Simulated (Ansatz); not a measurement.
The relaxed structure here is a generated cell of ZnCu2SnS4: the first start was made by a random draw of sites in a space group, and the end was not matched to a known phase here, so it may be hypothetical. Known forms of ZnCu2SnS4 include space group No. 82.

A relaxed structure of ZnCu$_{2}$SnS$_{4}$. Space group P2 (No. 3). Method: PBE (plane waves to 420 eV, PAW, scalar-relativistic; Ansatz, an electronic-structure program).

```xyz
8
Lattice="5.2534 0.0000 0.0000 0.0000 6.1251 0.0000 -1.7955 0.0000 6.7411" Properties=species:S:1:pos:R:3 pbc="T T T"
Cu     0.0000     2.7343     0.0000
Cu     2.6267     2.9960     0.0000
S      1.0542     5.3714     2.5548
S      2.4037     5.3714     4.1863
S      3.9238     2.6811     1.6958
S     -0.4660     2.6811     5.0453
Sn     1.7289     1.7179     3.3705
Zn    -0.8978     4.3144     3.3705
```

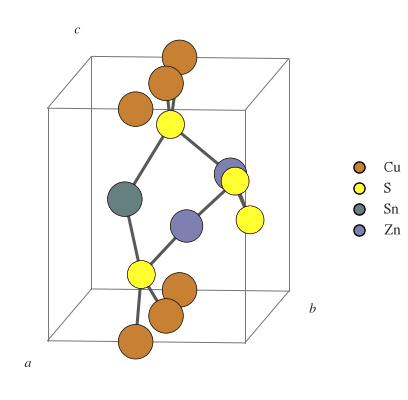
Figure: The conventional cell of the relaxed structure

- Volume per atom: 27.11 Å³
- Density: 3.36 g/cm³
- Band gap: 0.82 eV, direct within 0.03 eV (at Γ) (no spin-orbit coupling)
- Smallest direct gap: 0.85 eV at Γ
- Shortest distances: S–S 2.12 Å; Cu–S 2.16 Å; S–Zn 2.36 Å; Cu–Cu 2.64 Å
- k-mesh: 7×6×5

Band energies at high-symmetry points (eV from the VBM; labels of this space group; no spin-orbit coupling), from −5 eV up to 4.7 eV:

```json
[
 {"point": "Γ", "energies": "-4.62 -4.26 -4.07 -3.33 -3.21 -2.74 -2.73 -2.38 -2.31 -1.98 -1.97 -1.64 -1.48 -1.44 -1.39 -1.36 -1.26 -1.14 -0.54 -0.03 0.82 2.17 2.80 3.14 3.57 3.94 4.47"},
 {"point": "Z", "energies": "-4.75 -4.20 -3.81 -3.47 -3.33 -3.06 -2.59 -2.45 -2.02 -1.90 -1.81 -1.75 -1.73 -1.46 -1.36 -1.30 -1.25 -1.13 -0.61 0.00 1.82 1.87 2.36 3.06 3.62 3.73 4.25 4.68"},
 {"point": "D", "energies": "-4.70 -4.18 -3.98 -3.69 -3.30 -2.73 -2.71 -2.59 -2.25 -2.15 -1.83 -1.65 -1.52 -1.44 -1.33 -1.25 -1.18 -1.05 -0.40 -0.39 1.98 1.98 2.37 2.70 2.96 3.79 4.14"},
 {"point": "B", "energies": "-4.81 -4.39 -4.17 -3.47 -3.28 -2.79 -2.78 -2.53 -2.15 -1.84 -1.76 -1.71 -1.57 -1.54 -1.50 -1.34 -1.18 -1.18 -0.59 -0.32 1.70 1.80 2.87 2.88 3.39 4.32 4.70"},
 {"point": "A", "energies": "-4.48 -4.42 -3.60 -3.30 -3.15 -2.72 -2.56 -1.96 -1.82 -1.68 -1.52 -1.44 -1.34 -1.33 -1.32 -0.99 -0.87 -0.76 -0.46 2.19 2.49 3.06 3.40 3.77 4.21 4.43"},
 {"point": "E", "energies": "-4.73 -4.65 -3.99 -3.65 -3.16 -2.85 -2.66 -2.23 -2.11 -1.66 -1.61 -1.46 -1.44 -1.38 -1.34 -1.10 -0.99 -0.91 -0.90 -0.50 1.81 2.19 2.57 2.68 3.72 4.17 4.41"},
 {"point": "C2", "energies": "-4.68 -4.67 -3.89 -3.84 -3.37 -2.92 -2.62 -2.24 -2.23 -1.68 -1.61 -1.48 -1.45 -1.40 -1.35 -1.18 -1.10 -0.95 -0.79 -0.31 1.86 2.12 2.49 2.86 3.77 4.50 4.72"},
 {"point": "Y2", "energies": "-4.33 -4.20 -3.86 -3.76 -2.95 -2.89 -2.43 -2.02 -1.86 -1.64 -1.52 -1.48 -1.41 -1.40 -1.34 -0.95 -0.83 -0.63 -0.42 1.91 2.22 2.71 3.79 4.03"}
]
```

The relaxed cell holds bonded S–S pairs (2.12 Å). No spin polarisation in the result.

The run could not lose the symmetry of its start, so the end can be a saddle point.
